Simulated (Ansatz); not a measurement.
Input

```
crystal:
  periodic: [false, false, false]
  atoms:
    - {symbol: C, position_ang: [0.463640, -0.049673, 0.317890]}
    - {symbol: S, position_ang: [-0.775397, 0.371892, 1.471005]}
    - {symbol: Si, position_ang: [-0.674608, -1.373613, 0.010764]}
    - {symbol: H, position_ang: [1.386295, 0.514903, 0.160741]}
basis:
  gaussian:
    orbitals: def2-TZVPD
output: {forces: true, orbitals: {seedname: orbitals}}
hamiltonian:
  xc: {name: PBE0}
magnetization:
  spin_polarized: true
  initial_magnetization: 1
```

Launched as:

```sh
ansatz run input.yaml --threads 1 --pin off --max-ram 2610MiB --events-out events.jsonl --progress --plain --runs-dir runs
```

Geometry: r2SCAN-D4/def2-SVP.

The calculation used isolated molecule in a Gaussian basis; Kohn-Sham density functional theory, functional PBE0 (Ansatz).

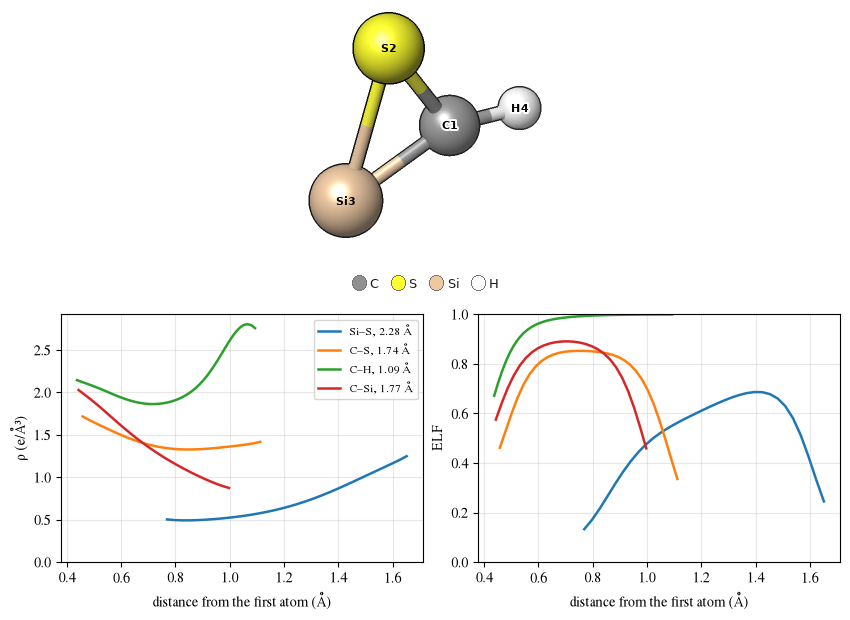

CHSSi (SMILES C1=[Si]S1) (doublet). Total electron density and ELF along straight lines between neighbouring atoms. The curves leave out the atomic cores. The structure is drawn too.

Compare the contacts.

Si–S (2.28 Å): ρ at the midpoint is about 0.59 e/Å³, with its minimum of 0.49 e/Å³ about 0.8 Å from Si; the ELF peaks at about 0.70 between the atoms.
C–S (1.74 Å): ρ is about 1.3 e/Å³ halfway; the ELF peaks at about 0.85 between the atoms, as expected for localised, covalent bonding.
C–H (1.09 Å): ρ at the midpoint is about 2 e/Å³; the ELF climbs to about 1 towards the hydrogen, as it does in any bond to H (an ordinary covalent bond to hydrogen).
C–Si (1.77 Å): ρ is about 1 e/Å³ halfway; the ELF peaks at about 0.90 between the atoms: a covalent bond.
